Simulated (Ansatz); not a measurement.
# Run report: PF6 (charge −1), molecular dynamics

System: PF6, charge −1, SMILES F[P-](F)(F)(F)(F)F.
Method: RKS BLYP/def2-SVP (Ansatz 0.2.0).

The geometry comes from this level: PBE0-D4/def2-TZVPD. Figures and captions count atoms from 1; the log counts them from 0 in places.

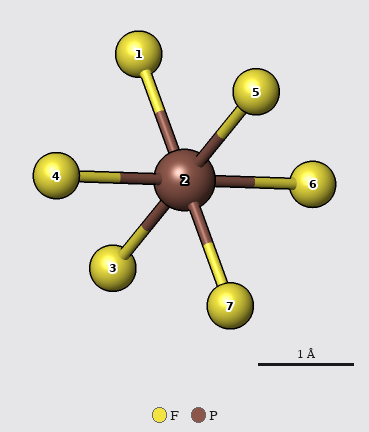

Fig. 1: The structure as given in the input (ball-and-stick view, seen at a tilt; atoms are numbered from 1 in the order of the input).

**Input file**
```yaml
crystal:
  periodic: [false, false, false]
  atoms:
    - {symbol: F, position_ang: [-0.149579, -0.969855, 1.287103]}
    - {symbol: P, position_ang: [0.000000, 0.000003, 0.000002]}
    - {symbol: F, position_ang: [-1.609195, 0.019325, -0.172466]}
    - {symbol: F, position_ang: [0.087948, -1.295637, -0.966027]}
    - {symbol: F, position_ang: [1.609197, -0.019320, 0.172451]}
    - {symbol: F, position_ang: [-0.087948, 1.295633, 0.966045]}
    - {symbol: F, position_ang: [0.149577, 0.969851, -1.287108]}
basis:
  gaussian: {orbitals: def2-SVP}
total_charge: -1
hamiltonian: {xc: {name: BLYP}}
md: {timestep: 2 fs, n_steps: 20, ensemble: nvt_langevin, temperature: 300, initial_velocities: maxwell_boltzmann, friction: 0.01, seed: 46}
```

Run on 4 threads of Arm Neoverse V1, 23 GiB of memory available, shared host.

Run as:
```bash
ansatz run in.yaml --threads 4 --pin off --events-out ev --progress --plain --max-ram 10444MiB
```

**What the program printed**
```
Functional definition: BLYP
  name "BLYP"
  cite "Becke, Phys. Rev. A 38, 3098 (1988) doi:10.1103/PhysRevA.38.3098"
  cite "Lee, Yang & Parr, Phys. Rev. B 37, 785 (1988) doi:10.1103/PhysRevB.37.785"
  parameter beta = 0.0042
  parameter a = 0.04918
  parameter b = 0.132
  parameter c = 0.2533
  parameter d = 0.349
  exchange = b88_x(beta = beta)
  correlation = lyp_c(a = a, b = b, c = c, d = d)
1095 factors; their error is unknown
mean field evaluation 1: about -25574.8920 eV, gradient 5.3e1 eV
mean field evaluation 2: about -25567.4865 eV, gradient 8.9e1 eV
mean field evaluation 4: about -25579.2859 eV, gradient 9.1e-1 eV
mean field evaluation 8: about -25579.2284 eV, gradient 1.9e-2 eV
mean field -25579.22836776 eV, -940.0193042914 hartree, gradient 2.7e-5 eV, S^2 0.000000; 0 other end points of the search recorded, 0 dependent functions left out
the calculation of the forces begins
reference -25579.22855108 eV, -940.0193110283 hartree; 35, 35 occupied and 67, 67 virtual orbitals, 1095 factors
md step     0: t =     0.00 fs  T =   257.1 K  F+E_penalty+E_count = -25579.22836776 eV  E_kin = 0.232668 eV  (22 SCF iters)
these checks for a lower state are left out or cut short: starts, cluster_reference, orbital_swaps, neighbouring_geometries, increment
1095 factors; their error is unknown
mean field evaluation 16: about -25579.2125 eV, gradient 1.2e-5 eV
mean field -25579.21249985 eV, -940.0187211565 hartree, gradient 4.3e-5 eV, S^2 0.000000; 0 other end points of the search recorded, 0 dependent functions left out
[... from here on the field's lines of each further geometry are left out, up to the last ...]
md step     1: t =     2.00 fs  T =   268.0 K  F+E_penalty+E_count = -25579.21249985 eV  E_kin = 0.242506 eV  (25 SCF iters)
md step     2: t =     4.00 fs  T =   248.2 K  F+E_penalty+E_count = -25579.20537790 eV  E_kin = 0.224559 eV  (24 SCF iters)
md step     3: t =     6.00 fs  T =   294.3 K  F+E_penalty+E_count = -25579.21368441 eV  E_kin = 0.266258 eV  (25 SCF iters)
md step     4: t =     8.00 fs  T =   332.3 K  F+E_penalty+E_count = -25579.23049156 eV  E_kin = 0.300664 eV  (25 SCF iters)
md step     5: t =    10.00 fs  T =   328.2 K  F+E_penalty+E_count = -25579.25119628 eV  E_kin = 0.296989 eV  (25 SCF iters)
md step     6: t =    12.00 fs  T =   371.8 K  F+E_penalty+E_count = -25579.26971794 eV  E_kin = 0.336440 eV  (25 SCF iters)
md step     7: t =    14.00 fs  T =   330.6 K  F+E_penalty+E_count = -25579.27151180 eV  E_kin = 0.299162 eV  (25 SCF iters)
md step     8: t =    16.00 fs  T =   331.1 K  F+E_penalty+E_count = -25579.25291458 eV  E_kin = 0.299582 eV  (25 SCF iters)
md step     9: t =    18.00 fs  T =   253.2 K  F+E_penalty+E_count = -25579.21819278 eV  E_kin = 0.229135 eV  (25 SCF iters)
md step    10: t =    20.00 fs  T =   205.3 K  F+E_penalty+E_count = -25579.17833039 eV  E_kin = 0.185802 eV  (25 SCF iters)
md step    11: t =    22.00 fs  T =   186.3 K  F+E_penalty+E_count = -25579.14245687 eV  E_kin = 0.168608 eV  (25 SCF iters)
md step    12: t =    24.00 fs  T =   172.3 K  F+E_penalty+E_count = -25579.11977714 eV  E_kin = 0.155882 eV  (25 SCF iters)
md step    13: t =    26.00 fs  T =   163.3 K  F+E_penalty+E_count = -25579.11527602 eV  E_kin = 0.147728 eV  (25 SCF iters)
md step    14: t =    28.00 fs  T =   179.2 K  F+E_penalty+E_count = -25579.13224000 eV  E_kin = 0.162167 eV  (26 SCF iters)
md step    15: t =    30.00 fs  T =   202.8 K  F+E_penalty+E_count = -25579.16927555 eV  E_kin = 0.183497 eV  (25 SCF iters)
md step    16: t =    32.00 fs  T =   253.4 K  F+E_penalty+E_count = -25579.21815429 eV  E_kin = 0.229312 eV  (24 SCF iters)
md step    17: t =    34.00 fs  T =   310.0 K  F+E_penalty+E_count = -25579.26757772 eV  E_kin = 0.280461 eV  (26 SCF iters)
md step    18: t =    36.00 fs  T =   344.0 K  F+E_penalty+E_count = -25579.30633485 eV  E_kin = 0.311288 eV  (25 SCF iters)
md step    19: t =    38.00 fs  T =   383.7 K  F+E_penalty+E_count = -25579.32388036 eV  E_kin = 0.347202 eV  (25 SCF iters)
the calculation of the forces begins
reference -25579.31258884 eV, -940.0223993590 hartree; 35, 35 occupied and 67, 67 virtual orbitals, 1095 factors
1095 factors; their error is unknown
mean field -25579.31240772 eV, -940.0223927031 hartree, gradient 4.3e-5 eV, S^2 0.000000; 1 other end points of the search recorded, 0 dependent functions left out
the calculation of the forces begins
reference -25579.31258884 eV, -940.0223993590 hartree; 35, 35 occupied and 67, 67 virtual orbitals, 1095 factors
md step    20: t =    40.00 fs  T =   391.8 K  F+E_penalty+E_count = -25579.31240772 eV  E_kin = 0.354547 eV  (25 SCF iters)
```

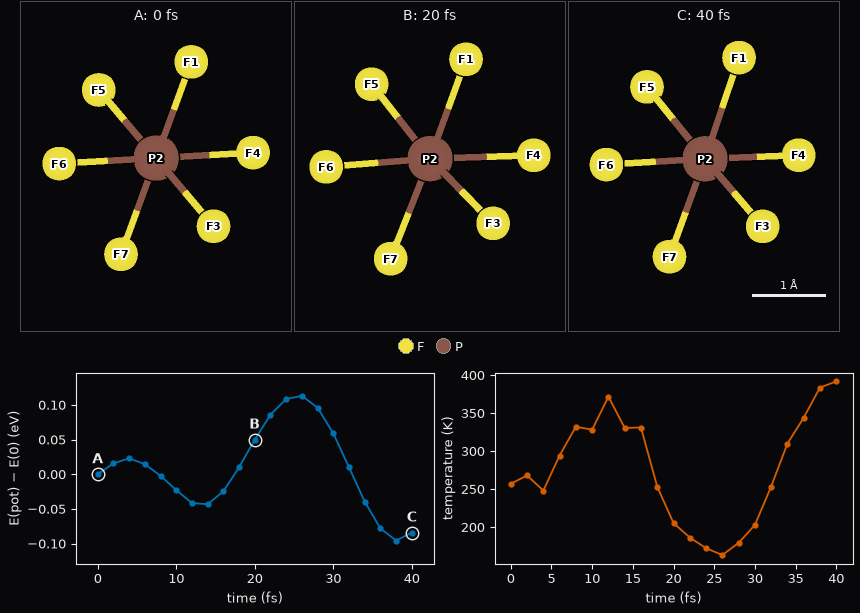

Fig. 2: Frames of the molecular dynamics (ball-and-stick, seen at an oblique angle) above the curves, on which the letters mark them. The trajectory kept here has 21 frames over 40 fs. The temperature starts at 257 K, ranges from 163 to 392 K and averages 254 K over the second half. The potential energy ends 0.084 eV below its first value. After an unweighted best fit of the last frame on the first, the root-mean-square displacement is 0.05 Å.

```
Total energy: -25579.31258884 eV, -940.0223993590 hartree
Atom 0 at    -0.290023    -0.939636     1.363249 Å, force    -0.034512     0.096211    -0.775591 eV/Å
Atom 1 at    -0.032373     0.012227    -0.011343 Å, force     0.804315     0.063218     0.737779 eV/Å
Atom 2 at    -1.665333     0.101613    -0.235814 Å, force    -0.096985    -0.166572    -0.288557 eV/Å
Atom 3 at     0.112324    -1.269882    -0.994836 Å, force    -0.533044    -1.251365    -0.191776 eV/Å
Atom 4 at     1.604112    -0.098425     0.277929 Å, force     0.117453     0.174903     0.039977 eV/Å
Atom 5 at    -0.096843     1.347885     0.922297 Å, force    -0.084053     0.696561     0.456689 eV/Å
Atom 6 at     0.255440     0.956223    -1.347388 Å, force    -0.173174     0.387044     0.021479 eV/Å
Dipole moment:    -0.047934    -0.003315    -0.035027 e Å
```

**Trajectory as extended XYZ (Å, eV, eV/Å), 21 frames, from step=0 to step=20**
```
7
Properties=species:S:1:pos:R:3:forces:R:3 step=0 time_fs=0.0 energy=-25579.22837 temperature=257.1
F    -0.1496   -0.9699    1.2871   -0.1430  -0.9268   1.2303
P     0.0000    0.0000    0.0000    0.0000  -0.0001  -0.0001
F    -1.6092    0.0193   -0.1725   -1.5381   0.0186  -0.1646
F     0.0879   -1.2956   -0.9660    0.0843  -1.2383  -0.9235
F     1.6092   -0.0193    0.1725    1.5381  -0.0186   0.1647
F    -0.0879    1.2956    0.9660   -0.0843   1.2382   0.9233
F     0.1496    0.9699   -1.2871    0.1430   0.9269  -1.2302
7
Properties=species:S:1:pos:R:3:forces:R:3 step=1 time_fs=2.0 energy=-25579.21250 temperature=268.0
F    -0.1593   -0.9596    1.2780   -0.1327  -1.2934   1.7701
P    -0.0044   -0.0039    0.0062    0.6451   0.5250  -0.8513
F    -1.6002    0.0154   -0.1676   -1.9610   0.1189  -0.2691
F     0.0820   -1.3022   -0.9703    0.1174  -1.0502  -0.7710
F     1.6108   -0.0262    0.1783    1.3435  -0.0440   0.1427
F    -0.0838    1.3065    0.9601   -0.0915   1.1062   0.9002
F     0.1573    0.9735   -1.2920    0.0792   0.6376  -0.9216
7
Properties=species:S:1:pos:R:3:forces:R:3 step=2 time_fs=4.0 energy=-25579.20538 temperature=248.2
F    -0.1697   -0.9506    1.2727   -0.0981  -1.5498   2.1426
P    -0.0074   -0.0052    0.0109    1.1246   0.8048  -1.5709
F    -1.5960    0.0120   -0.1635   -2.1718   0.2256  -0.3609
F     0.0759   -1.3125   -0.9786    0.1370  -0.7030  -0.4923
F     1.6144   -0.0331    0.1836    1.0971  -0.0689   0.1115
F    -0.0784    1.3194    0.9561   -0.1015   0.9119   0.8142
F     0.1653    0.9774   -1.2975    0.0126   0.3795  -0.6442
7
Properties=species:S:1:pos:R:3:forces:R:3 step=3 time_fs=6.0 energy=-25579.21368 temperature=294.3
F    -0.1796   -0.9438    1.2715   -0.0397  -1.6605   2.3074
P    -0.0092   -0.0046    0.0148    1.3616   0.8380  -2.1449
F    -1.5985    0.0080   -0.1595   -2.0896   0.3256  -0.4254
F     0.0704   -1.3261   -0.9901    0.1428  -0.2452  -0.1286
F     1.6203   -0.0395    0.1881    0.7990  -0.0884   0.0815
F    -0.0735    1.3330    0.9532   -0.1114   0.6893   0.7067
F     0.1737    0.9824   -1.3023   -0.0629   0.1412  -0.3966
7
Properties=species:S:1:pos:R:3:forces:R:3 step=4 time_fs=8.0 energy=-25579.23049 temperature=332.3
F    -0.1900   -0.9397    1.2745    0.0432  -1.6076   2.2540
P    -0.0096   -0.0022    0.0179    1.3868   0.6943  -2.4795
F    -1.6055    0.0023   -0.1564   -1.7957   0.4258  -0.4627
F     0.0653   -1.3407   -1.0026    0.1536   0.2205   0.2369
F     1.6285   -0.0469    0.1940    0.4499  -0.0821   0.0452
F    -0.0707    1.3476    0.9517   -0.1094   0.4287   0.5682
F     0.1821    0.9885   -1.3067   -0.1284  -0.0796  -0.1621
7
Properties=species:S:1:pos:R:3:forces:R:3 step=5 time_fs=10.0 energy=-25579.25120 temperature=328.2
F    -0.2001   -0.9384    1.2820    0.1386  -1.3759   1.9638
P    -0.0092    0.0011    0.0185    1.2598   0.4788  -2.4587
F    -1.6153   -0.0041   -0.1554   -1.3884   0.5157  -0.4748
F     0.0618   -1.3532   -1.0142    0.1644   0.5985   0.5327
F     1.6371   -0.0546    0.2012    0.1049  -0.0491   0.0020
F    -0.0701    1.3642    0.9513   -0.0969   0.1050   0.3735
F     0.1905    0.9948   -1.3126   -0.1824  -0.2730   0.0615
7
Properties=species:S:1:pos:R:3:forces:R:3 step=6 time_fs=12.0 energy=-25579.26972 temperature=371.8
F    -0.2093   -0.9392    1.2940    0.2295  -1.0132   1.4685
P    -0.0084    0.0039    0.0154    1.0262   0.2893  -2.0846
F    -1.6271   -0.0084   -0.1562   -0.9143   0.5723  -0.4731
F     0.0592   -1.3634   -1.0240    0.1649   0.8857   0.7465
F     1.6447   -0.0627    0.2083   -0.2007  -0.0052  -0.0521
F    -0.0712    1.3817    0.9517   -0.0726  -0.2698   0.1250
F     0.1994    1.0021   -1.3202   -0.2329  -0.4591   0.2698
7
Properties=species:S:1:pos:R:3:forces:R:3 step=7 time_fs=14.0 energy=-25579.27151 temperature=330.6
F    -0.2179   -0.9413    1.3082    0.3075  -0.6172   0.8939
P    -0.0080    0.0055    0.0091    0.8056   0.1822  -1.4930
F    -1.6398   -0.0101   -0.1580   -0.4604   0.5979  -0.4678
F     0.0567   -1.3706   -1.0317    0.1611   1.0846   0.8786
F     1.6521   -0.0710    0.2155   -0.4979   0.0419  -0.1280
F    -0.0728    1.3987    0.9528   -0.0445  -0.6478  -0.1402
F     0.2072    1.0109   -1.3286   -0.2715  -0.6417   0.4565
7
Properties=species:S:1:pos:R:3:forces:R:3 step=8 time_fs=16.0 energy=-25579.25292 temperature=331.1
F    -0.2267   -0.9446    1.3233    0.3802  -0.2253   0.3062
P    -0.0074    0.0072    0.0005    0.5508   0.0759  -0.7618
F    -1.6525   -0.0098   -0.1605   -0.0428   0.6043  -0.4624
F     0.0545   -1.3750   -1.0369    0.1596   1.2183   0.9454
F     1.6584   -0.0788    0.2233   -0.7530   0.0925  -0.2210
F    -0.0746    1.4145    0.9546   -0.0134  -0.9840  -0.3957
F     0.2120    1.0189   -1.3369   -0.2814  -0.7816   0.5893
7
Properties=species:S:1:pos:R:3:forces:R:3 step=9 time_fs=18.0 energy=-25579.21819 temperature=253.2
F    -0.2358   -0.9481    1.3392    0.4470   0.1195  -0.2493
P    -0.0062    0.0093   -0.0092    0.2142  -0.0863  -0.0347
F    -1.6655   -0.0080   -0.1641    0.3538   0.5944  -0.4537
F     0.0520   -1.3778   -1.0409    0.1660   1.3068   0.9871
F     1.6623   -0.0848    0.2313   -0.9288   0.1297  -0.3139
F    -0.0772    1.4255    0.9560    0.0194  -1.2084  -0.6050
F     0.2152    1.0232   -1.3453   -0.2716  -0.8556   0.6695
7
Properties=species:S:1:pos:R:3:forces:R:3 step=10 time_fs=20.0 energy=-25579.17833 temperature=205.3
F    -0.2439   -0.9515    1.3541    0.4936   0.3723  -0.6969
P    -0.0046    0.0101   -0.0177   -0.1460  -0.1987   0.5276
F    -1.6781   -0.0051   -0.1684    0.7075   0.5618  -0.4394
F     0.0500   -1.3776   -1.0450    0.1706   1.3292   1.0157
F     1.6639   -0.0897    0.2386   -1.0271   0.1523  -0.3843
F    -0.0818    1.4314    0.9550    0.0595  -1.3348  -0.7431
F     0.2188    1.0234   -1.3533   -0.2582  -0.8822   0.7204
7
Properties=species:S:1:pos:R:3:forces:R:3 step=11 time_fs=22.0 energy=-25579.14246 temperature=186.3
F    -0.2509   -0.9544    1.3672    0.5171   0.5424  -1.0351
P    -0.0019    0.0096   -0.0243   -0.5086  -0.2012   0.9674
F    -1.6888    0.0002   -0.1735    1.0109   0.5005  -0.4202
F     0.0512   -1.3739   -1.0478    0.1603   1.2808   1.0193
F     1.6639   -0.0946    0.2470   -1.0560   0.1722  -0.4309
F    -0.0879    1.4352    0.9536    0.1116  -1.4230  -0.8387
F     0.2234    1.0212   -1.3588   -0.2354  -0.8717   0.7383
7
Properties=species:S:1:pos:R:3:forces:R:3 step=12 time_fs=24.0 energy=-25579.11978 temperature=172.3
F    -0.2571   -0.9570    1.3795    0.5218   0.6590  -1.3061
P     0.0005    0.0084   -0.0296   -0.7967  -0.1450   1.3644
F    -1.6950    0.0075   -0.1794    1.1972   0.4225  -0.4038
F     0.0551   -1.3671   -1.0490    0.1359   1.1595   0.9897
F     1.6609   -0.0987    0.2561   -1.0112   0.1848  -0.4619
F    -0.0936    1.4361    0.9525    0.1582  -1.4641  -0.9028
F     0.2282    1.0164   -1.3624   -0.2051  -0.8166   0.7205
7
Properties=species:S:1:pos:R:3:forces:R:3 step=13 time_fs=26.0 energy=-25579.11528 temperature=163.3
F    -0.2619   -0.9596    1.3911    0.4989   0.7409  -1.5229
P     0.0004    0.0069   -0.0335   -0.9188  -0.0680   1.6716
F    -1.6977    0.0151   -0.1864    1.2727   0.3407  -0.3803
F     0.0609   -1.3582   -1.0487    0.0842   0.9784   0.9305
F     1.6550   -0.1019    0.2623   -0.9213   0.1902  -0.4591
F    -0.0982    1.4335    0.9505    0.1778  -1.4482  -0.9206
F     0.2330    1.0106   -1.3646   -0.1936  -0.7340   0.6808
7
Properties=species:S:1:pos:R:3:forces:R:3 step=14 time_fs=28.0 energy=-25579.13224 temperature=179.2
F    -0.2664   -0.9609    1.4000    0.4606   0.7792  -1.6598
P    -0.0019    0.0051   -0.0349   -0.8964   0.0493   1.8304
F    -1.6982    0.0240   -0.1948    1.2699   0.2498  -0.3478
F     0.0684   -1.3484   -1.0456    0.0097   0.7510   0.8463
F     1.6486   -0.1032    0.2655   -0.8235   0.1833  -0.4163
F    -0.1021    1.4280    0.9465    0.1779  -1.3753  -0.8760
F     0.2381    1.0038   -1.3651   -0.1981  -0.6373   0.6231
7
Properties=species:S:1:pos:R:3:forces:R:3 step=15 time_fs=30.0 energy=-25579.16928 temperature=202.8
F    -0.2707   -0.9614    1.4034    0.4076   0.7764  -1.7006
P    -0.0059    0.0039   -0.0340   -0.7453   0.1674   1.8711
F    -1.6963    0.0351   -0.2031    1.1826   0.1535  -0.3191
F     0.0764   -1.3376   -1.0397   -0.0765   0.4871   0.7304
F     1.6424   -0.1034    0.2684   -0.7357   0.1790  -0.3598
F    -0.1055    1.4200    0.9415    0.1677  -1.2392  -0.7731
F     0.2420    0.9964   -1.3640   -0.2004  -0.5242   0.5512
7
Properties=species:S:1:pos:R:3:forces:R:3 step=16 time_fs=32.0 energy=-25579.21815 temperature=253.4
F    -0.2746   -0.9599    1.4013    0.3380   0.7275  -1.6508
P    -0.0110    0.0038   -0.0317   -0.4954   0.2675   1.8417
F    -1.6922    0.0474   -0.2109    1.0141   0.0658  -0.2991
F     0.0850   -1.3251   -1.0317   -0.1738   0.1763   0.5703
F     1.6359   -0.1043    0.2708   -0.6349   0.1925  -0.2958
F    -0.1073    1.4100    0.9371    0.1469  -1.0410  -0.6341
F     0.2444    0.9892   -1.3619   -0.1950  -0.3888   0.4678
7
Properties=species:S:1:pos:R:3:forces:R:3 step=17 time_fs=34.0 energy=-25579.26758 temperature=310.0
F    -0.2784   -0.9561    1.3953    0.2567   0.6328  -1.5302
P    -0.0168    0.0048   -0.0286   -0.1631   0.3368   1.7632
F    -1.6853    0.0604   -0.2189    0.7577  -0.0088  -0.2887
F     0.0934   -1.3116   -1.0225   -0.2682  -0.1722   0.3817
F     1.6287   -0.1036    0.2729   -0.5080   0.2031  -0.2255
F    -0.1078    1.3981    0.9338    0.1123  -0.7723  -0.4671
F     0.2467    0.9813   -1.3592   -0.1874  -0.2193   0.3667
7
Properties=species:S:1:pos:R:3:forces:R:3 step=18 time_fs=36.0 energy=-25579.30634 temperature=344.0
F    -0.2819   -0.9512    1.3869    0.1699   0.4995  -1.3493
P    -0.0226    0.0071   -0.0242    0.2018   0.3091   1.5861
F    -1.6775    0.0742   -0.2252    0.4542  -0.0711  -0.2902
F     0.1002   -1.2976   -1.0134   -0.3553  -0.5255   0.1981
F     1.6212   -0.1011    0.2748   -0.3505   0.1981  -0.1455
F    -0.1066    1.3835    0.9307    0.0640  -0.3985  -0.2396
F     0.2500    0.9724   -1.3553   -0.1840  -0.0117   0.2404
7
Properties=species:S:1:pos:R:3:forces:R:3 step=19 time_fs=38.0 energy=-25579.32388 temperature=383.7
F    -0.2858   -0.9454    1.3763    0.0771   0.3193  -1.1012
P    -0.0276    0.0099   -0.0184    0.5113   0.2028   1.2665
F    -1.6707    0.0881   -0.2298    0.1592  -0.1229  -0.2976
F     0.1060   -1.2833   -1.0043   -0.4430  -0.8910   0.0043
F     1.6126   -0.0996    0.2760   -0.1288   0.1884  -0.0540
F    -0.1027    1.3661    0.9269    0.0013   0.1014   0.0735
F     0.2527    0.9640   -1.3506   -0.1772   0.2019   0.1085
7
Properties=species:S:1:pos:R:3:forces:R:3 step=20 time_fs=40.0 energy=-25579.31241 temperature=391.8
F    -0.2900   -0.9396    1.3632   -0.0345   0.0962  -0.7756
P    -0.0324    0.0122   -0.0113    0.8043   0.0632   0.7378
F    -1.6653    0.1016   -0.2358   -0.0970  -0.1666  -0.2886
F     0.1123   -1.2699   -0.9948   -0.5330  -1.2514  -0.1918
F     1.6041   -0.0984    0.2779    0.1175   0.1749   0.0400
F    -0.0968    1.3479    0.9223   -0.0841   0.6966   0.4567
F     0.2554    0.9562   -1.3474   -0.1732   0.3870   0.0215
```

**Results in brief**

- outcome: finished
- mean temperature over the second half: 254 K
- trajectory: 20 steps, 40 fs
- ensemble: nvt_langevin
- temperature in the input: 300 K
- time step: 2 fs
- potential energy (last step): −25579.3126 eV
- SCF solution under orbital rotations (last step): stable
- largest force (length of the vector) (last step): 1.374 eV/Å
- wall time: 19 s (CPU time 71 s)
- peak memory: 0.53 GiB

**Notes**

So short a trajectory is not equilibrated. The logged temperature at the start can lie below the typed one, since it is counted over all degrees of freedom.
